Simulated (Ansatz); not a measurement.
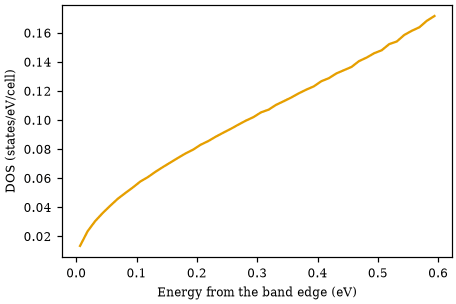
*Density of states of C (Fd-3m) above the conduction band minimum, Ansatz (an electronic-structure program) with PBE, rigid bands; cell volume 11.2 Å³.*

Task: What effective density of states at 300 K does this give (∫ g(E) exp(−E/k_BT) dE, both spins, divided by the cell's size)?

Result: 5.8e19 cm⁻³, a density-of-states mass of 1.74 mₑ, valleys and band degeneracy included.

Spin-orbit coupling is left out. Geometry: cell and atoms relaxed with PBEsol.
